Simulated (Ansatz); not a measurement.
The reference is ZnSiP₂ in the chalcopyrite structure (space group I-42d, No. 122; a = 5.306 Å, c = 10.380 Å). Axes: x, y, z lie along a, b, c of the conventional cell.

The change: the cell is compressed by 2.25 % along x with no lateral relaxation; the atoms relax in the strained cell.

All numbers come from DFT with LDA, PAW potentials and a 420 eV plane-wave cutoff in Ansatz (an electronic-structure program), scalar-relativistic without spin-orbit coupling.

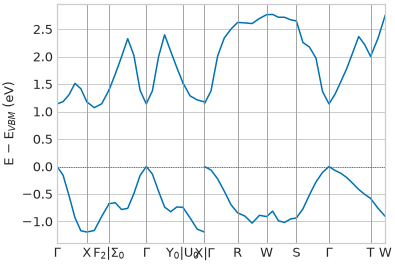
*Highest valence and lowest conduction band along the path of the changed cell's own zone*

### Question
From the figure, how large is the changed gap, and is it direct?

### Answer
About 1.07 eV, indirect, Γ → X–F₂ (33 % along).

Stability against distortions was not tested. Labels are those of the standard path for the cell's own space group.
